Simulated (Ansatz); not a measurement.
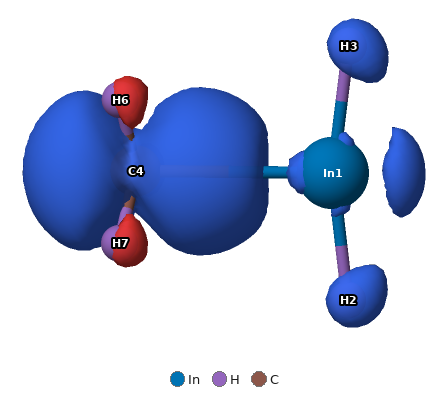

Figure. CH₅In (charge +1, doublet). Isosurfaces of the spin density (α minus β) at +0.02 (blue) and −0.02 e/Å³ (red), seen across its widest extent.

Geometry: PBE0-D4/def2-TZVP; core potentials replace the inner electrons of In.

Computed with Ansatz 0.2.0, UKS PBE0-D4/def2-TZVP.

```yaml
atoms:
  - { symbol: In, position_ang: [0.7346, 1.2795, -0.0055] }
  - { symbol: H, position_ang: [2.2730, 0.6209, 0.0329] }
  - { symbol: H, position_ang: [-0.6037, 2.2837, -0.0520] }
  - { symbol: C, position_ang: [-0.5503, -0.9546, 0.0119] }
  - { symbol: H, position_ang: [-0.5044, -1.1076, -1.0638] }
  - { symbol: H, position_ang: [-1.4828, -0.6016, 0.4398] }
  - { symbol: H, position_ang: [0.1337, -1.5203, 0.6366] }
```

Question: Where is the unpaired spin?

Answer: The unpaired spin (1 electron) lies mostly on C4 (about 0.6) and In1 (about 0.2), in electrons by Hirshfeld's partition.
